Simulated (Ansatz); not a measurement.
## Electronic structure of CGe$_{2}$ in real space

Input

```
crystal:
  periodic: [false, false, false]
  atoms:
    - {symbol: Ge, position_ang: [-0.197010, 1.408999, 0.719597]}
    - {symbol: Ge, position_ang: [-0.204160, -1.191319, -1.039727]}
    - {symbol: C, position_ang: [0.401171, -0.217690, 0.320130]}
basis:
  gaussian: {orbitals: def2-TZVP, initial_orbitals: start.molden}
hamiltonian: {xc: pbe0, dispersion: d4}
output: {orbitals: {seedname: orbitals}}
```

Command:

```sh
ansatz run in.yaml --threads 4 --pin off --events-out ev --progress --plain --max-ram 3916MiB
```

Geometry: r2SCAN-D4/def2-TZVP.

Level of theory: RKS PBE0-D4/def2-TZVP in Ansatz.

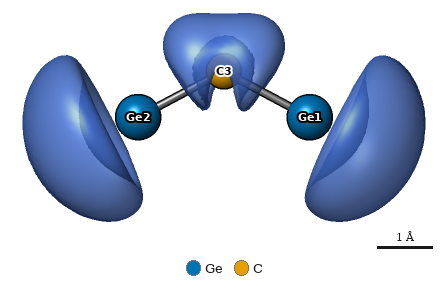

Figure 1. Isosurface of the ELF at 0.75 (blue), seen across its widest extent. Core shells and regions of very low density are left out.

What do the ELF domains correspond to?

Answer. The surface consists of two lobes on Ge, pointing away from the bonds (lone pairs) and one region wrapped around C (its valence shell).


C–Ge (1.78 Å): the ELF peaks at about 0.85 in the valence shell of C, 0.6 Å from its nucleus, and is about 0.45 at the midpoint.

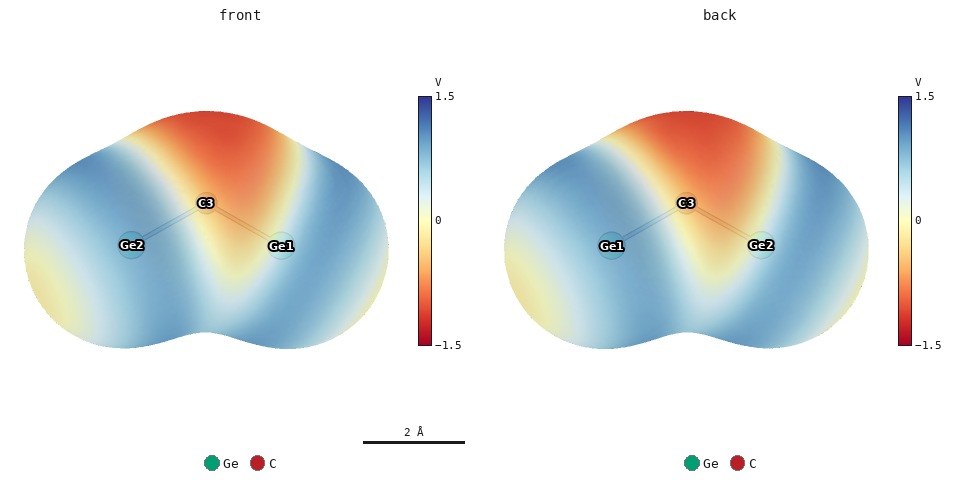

Figure 2. The molecular electrostatic potential painted on the density surface at 0.002 e/bohr³, seen from the front and from behind; the colour scale runs from red (negative) to blue (positive).

Describe the electrostatic potential map.

Answer. The most negative region (about −1.1 V) lies over C3, the most positive (about +1.0 V) over Ge1 and Ge2.

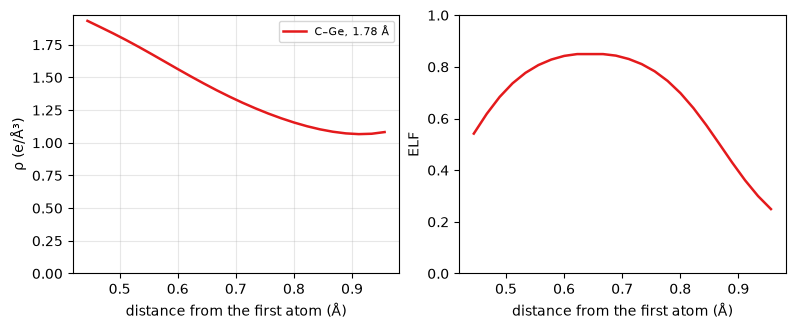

Figure 3. Total electron density and ELF along straight lines between neighbouring atoms. The curves leave out the atomic cores.

What can be read from the curves?

Answer. C–Ge (1.78 Å): ρ at the midpoint is about 1.1 e/Å³; the ELF peaks at about 0.85 in the valence shell of C, 0.6 Å from its nucleus, and is about 0.45 at the midpoint.
